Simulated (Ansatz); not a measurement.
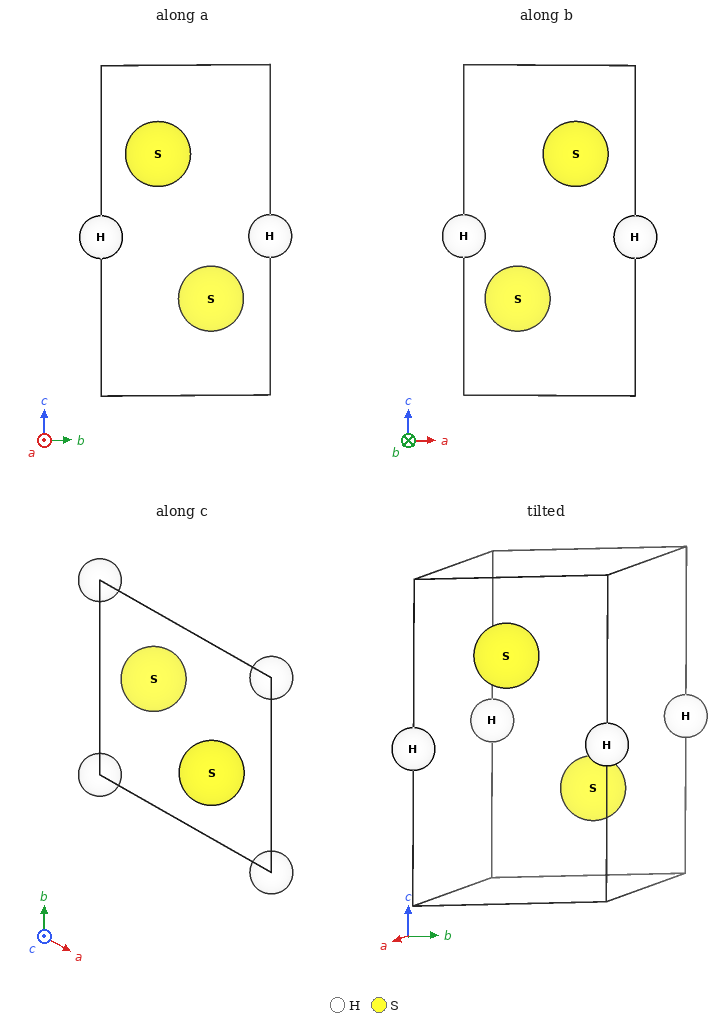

The figure gives a spheres-only picture of the atoms, viewed along the a axis, along the b axis, along the c axis and slightly off an axis. The wireframe shows the cell (the run's own, in a reduced setting).

Lattice parameters: a = 3.3557 Å, b = 3.3108 Å, c = 5.6188 Å, α = 89.371°, β = 90.581°, γ = 119.661°.

**Reconstruct the structure as a CIF in P1 with every atom of the cell, with free fractional coordinates to two decimals.**

```cif
data_structure
_symmetry_space_group_name_H-M 'P 1'
_symmetry_Int_Tables_number 1
_cell_length_a 3.3557
_cell_length_b 3.3108
_cell_length_c 5.6188
_cell_angle_alpha 89.371
_cell_angle_beta 90.581
_cell_angle_gamma 119.661
_cell_volume 54.24
loop_
_atom_site_label
_atom_site_type_symbol
_atom_site_fract_x
_atom_site_fract_y
_atom_site_fract_z
_atom_site_occupancy
H1 H 0.00 0.00 0.48 1
S1 S 0.31 0.65 0.29 1
S2 S 0.65 0.34 0.73 1
```

The structure is a known structure type with an atom taken out, added or moved, with the atoms shaken; no relaxation was done. It was run through Ansatz as a DFT input.

At this level of theory the cell isn't at rest (stretched, at -12 GPa and forces up to 1.2 eV/Å), so its distances can differ from those at equilibrium, the more so the softer the solid.
